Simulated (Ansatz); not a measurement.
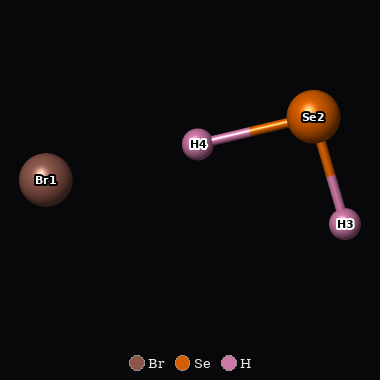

The system is the pair Br···H₂Se, charge −1; the picture shows the reference structure. The turn is about an axis along (−0.77, −0.63, 0.00) in the frame of the relaxed pair, normal to the line between the partners. First axis: distance H4···Br1. Second axis: turn of Br1 about H4. Grid: 15 × 15 points. Points are written as (first, second). Energies are in kcal/mol, from the lowest grid point. These are results of RKS PBE0-D4/def2-SVPD in Ansatz 0.2.0, not measurements.

Its coordinates:

```yaml
atoms:
  - { symbol: Br, position_ang: [0.5780, -0.7186, -2.1880] }
  - { symbol: Se, position_ang: [0.0341, -0.0334, 1.3360] }
  - { symbol: H, position_ang: [-0.8795, 1.0797, 1.0408] }
  - { symbol: H, position_ang: [0.2675, -0.3275, -0.1888] }
```

Range: distance H4···Br1 from 1.731 to 3.131 Å; turn of Br1 about H4 from −90.0 to 90.0°.

What landscape does the calculation give?

The lowest grid point is at (2.062 Å, 0.0°). It is the only kind of minimum in the scanned range. The highest grid point, (1.731 Å, −90.0°), lies 139.5 kcal/mol above the lowest. Round the minimum the two coordinates are nearly uncoupled.

```csv
"turn of Br1 about H4 ↓, distance H4···Br1 →",1.731,1.766,1.823,1.893,1.973,2.062,2.159,2.261,2.371,2.485,2.605,2.730,2.859,2.993,3.131
90.0,83.3,76.6,66.8,56.3,46.3,37.3,29.5,23.3,18.4,14.8,12.3,10.7,9.8,9.4,9.4
77.1,50.3,46.0,39.8,33.4,27.4,22.2,17.9,14.6,12.1,10.5,9.5,9.0,8.9,9.1,9.4
64.3,31.4,28.5,24.4,20.3,16.6,13.6,11.2,9.5,8.4,7.9,7.7,7.8,8.2,8.7,9.2
51.4,19.7,17.6,14.8,12.1,9.8,8.0,6.8,6.1,5.8,5.9,6.3,6.8,7.4,8.2,8.9
38.6,12.3,10.8,8.7,6.8,5.3,4.3,3.8,3.7,3.9,4.4,5.1,5.9,6.7,7.6,8.5
25.7,7.7,6.4,4.8,3.4,2.4,1.9,1.8,2.0,2.6,3.3,4.2,5.2,6.2,7.1,8.1
12.9,5.2,4.1,2.6,1.5,0.7,0.5,0.6,1.1,1.8,2.7,3.7,4.7,5.8,6.8,7.8
0.0,4.4,3.3,1.9,0.9,0.2,0.0,0.2,0.7,1.5,2.4,3.5,4.5,5.6,6.7,7.7
−12.9,5.2,4.1,2.7,1.5,0.8,0.5,0.6,1.0,1.7,2.6,3.6,4.7,5.7,6.7,7.7
−25.7,7.9,6.6,4.9,3.5,2.5,1.9,1.8,2.0,2.5,3.2,4.1,5.0,6.0,6.9,7.8
−38.6,13.1,11.4,9.3,7.3,5.7,4.6,3.9,3.7,3.9,4.3,4.9,5.6,6.4,7.2,8.0
−51.4,22.1,19.9,16.8,13.8,11.2,9.1,7.6,6.6,6.0,5.9,6.0,6.4,6.9,7.5,8.1
−64.3,38.8,35.5,30.7,25.8,21.3,17.3,14.1,11.6,9.8,8.5,7.8,7.5,7.4,7.7,8.0
−77.1,71.6,66.3,58.4,49.8,41.5,33.9,27.3,21.8,17.3,13.8,11.3,9.5,8.4,7.8,7.6
−90.0,139.5,130.6,117.0,101.7,86.3,71.5,57.8,46.0,35.7,27.4,20.7,15.6,11.9,9.4,7.7
```

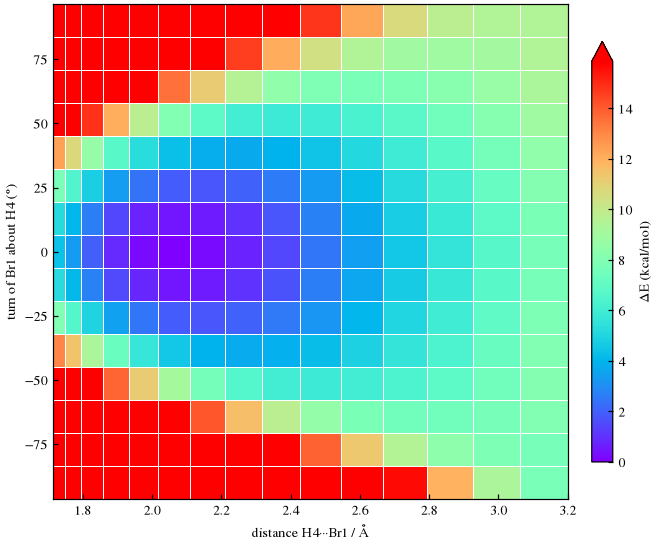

The picture shows one coloured cell a grid point, one colour for all values above the top of the scale.

The whole map (225 points run) took 5.8 min on 1 thread of AMD EPYC 9R45 96-Core Processor (Zen 5), with other jobs on the host.
